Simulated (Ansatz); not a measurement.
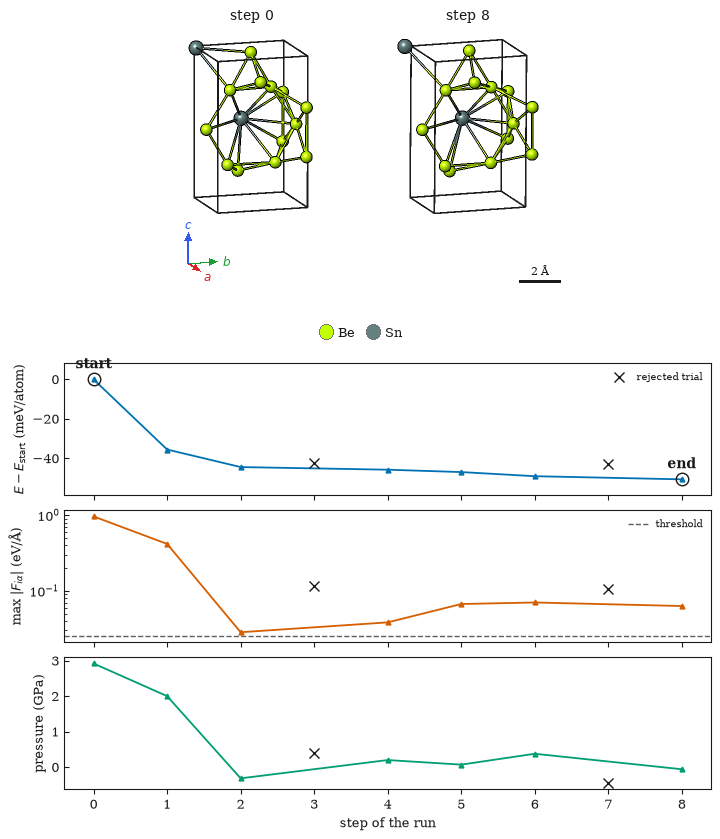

First and last geometry of a relaxation of crystalline Be₅Sn (a generated structure, set up in P1) (coarse preliminary run), with the history of the run. Style: ball-and-stick. Shown: the cell of the calculation, slightly off an axis.

All numbers below come from DFT PBE, scalar-relativistic, plane waves, PAW in Ansatz. Set-up: plane-wave cutoff 420 eV; k-point mesh 6 × 6 × 4; occupations gaussian; smearing width 0.2 eV; no spin polarisation; cell and atoms relaxed; force threshold 0.025 eV/Å; at most 60 steps.

Read the history and describe the run.

The run was cut off at its time limit before the relaxation converged, so the last structure is only a point on the way. A Sn atom moves most relative to the cell: 0.43 Å roughly along [−1 −3 0]. Largest moves by element: Sn 0.43 Å, Be 0.40 Å. The volume changes by +3.3 %, with a 3.604 → 3.666 Å (+1.7 %), b 4.732 → 4.807 Å (+1.6 %), c 7.780 → 7.776 Å (−0.1 %), α 90.8° → 90.0°, γ 89.5° → 89.4°. Near-neighbour distances that change, for instance: Be–Sn 2.844 → 3.326 Å, Be–Be 2.731 → 2.283 Å, Be–Be 2.710 → 2.287 Å, Be–Sn 3.130 → 2.763 Å. Bond angles that change, for instance: Be–Be–Sn 119.4° → 107.7°, Be–Be–Be 105.1° → 116.1°, Be–Be–Be 74.5° → 63.9°. The space group stays P1 (No. 1). Over 6 accepted moves (8 points after the start) the energy falls by 50.6 meV per atom. The largest force component goes from 0.96 to 0.063 eV/Å. Pressure: 2.92 GPa at the start and −0.06 GPa at the end. The line search rejected the trial steps at points 3, 7 of the run.
